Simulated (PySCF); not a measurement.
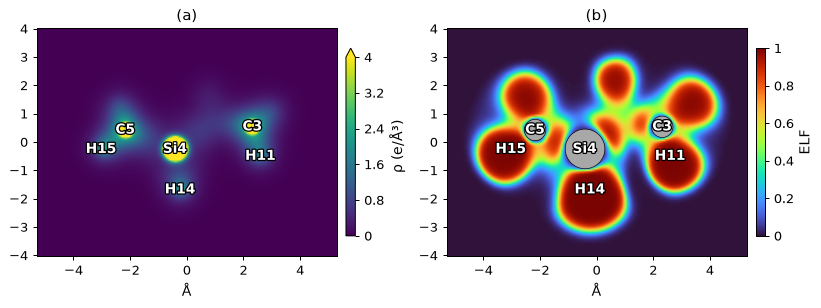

Figure 1: C5H12Si (SMILES CC(C)[SiH]1CC1). (a) total electron density; (b) ELF on the plane of atoms C5, Si4 and H14. Grey discs cover the atomic cores in the ELF map.

Geometry: GFN2-xTB.

All numbers below come from PBE0/pcSseg-1, SCF density, gas phase, non-relativistic (PySCF 2.14.0).

```yaml
atoms:
  - { symbol: C, position_ang: [-1.7708, -0.3229, -1.0995] }
  - { symbol: C, position_ang: [-0.9059, 0.2624, 0.0150] }
  - { symbol: C, position_ang: [-1.6367, 0.1543, 1.3519] }
  - { symbol: Si, position_ang: [0.7925, -0.5891, 0.0913] }
  - { symbol: C, position_ang: [2.2123, 0.0692, -0.9558] }
  - { symbol: C, position_ang: [2.3158, 0.4226, 0.5390] }
  - { symbol: H, position_ang: [-1.2910, -0.2017, -2.0680] }
  - { symbol: H, position_ang: [-2.7407, 0.1728, -1.1327] }
  - { symbol: H, position_ang: [-1.9422, -1.3851, -0.9345] }
  - { symbol: H, position_ang: [-0.7547, 1.3256, -0.2010] }
  - { symbol: H, position_ang: [-1.8411, -0.8878, 1.5903] }
  - { symbol: H, position_ang: [-1.0419, 0.5776, 2.1583] }
  - { symbol: H, position_ang: [-2.5885, 0.6836, 1.3135] }
  - { symbol: H, position_ang: [0.7784, -2.0081, 0.4247] }
  - { symbol: H, position_ang: [2.9685, -0.6063, -1.3275] }
  - { symbol: H, position_ang: [2.0696, 0.9044, -1.6273] }
  - { symbol: H, position_ang: [2.2337, 1.4734, 0.7786] }
  - { symbol: H, position_ang: [3.1341, -0.0385, 1.0719] }
```

Q: Interpret the plot.

A:
- The plane passes through C, Si and H nuclei.
- C–Si (1.88 Å): ρ at the midpoint is about 0.84 e/Å³; the ELF peaks at about 0.85 between the atoms: localised, covalent bonding.
- C–H (1.09 Å): the density is about 2 e/Å³ at the midpoint; the ELF climbs to about 1 towards the hydrogen, as it does in any bond to H; a covalent bond by its length.
- Si–H (1.46 Å): ρ at the midpoint is about 0.8 e/Å³; the ELF climbs to about 1 towards the hydrogen.
